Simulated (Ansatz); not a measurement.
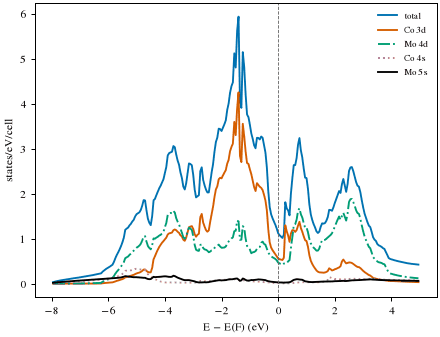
Total and projected density of states of CoMo (L1₀ or tetragonal B2, P4/mmm), plane-wave PAW PBEsol (Ansatz code)

Q: Which orbitals carry the states next to the Fermi level?

A: Within 0.5 eV of the Fermi level: Co 3d 58 %, Mo 4d 36 %. Projections are on Löwdin-orthogonalised atomic valence shells; empty p or d shells of many metals are not among them.

Q: Where is the tallest occupied peak in this window, and what makes it?

A: Near -1.4 eV, about 5.9 states/eV per cell; the largest projected share is Co 3d.

The start of the workflow was typed in or built on a structure type; neither database checked (COD, Materials Project) lists it. Its standing as an ambient phase is unchecked. The cell was relaxed with PBEsol under the symmetry of its start; whether a distortion lowers the energy is not shown. The workflow began spin-polarised and lost its moments. Scalar-relativistic: spin–orbit coupling is off unless named, which matters more the heavier the elements.

Potentials: the later of the program's two PAW sets.
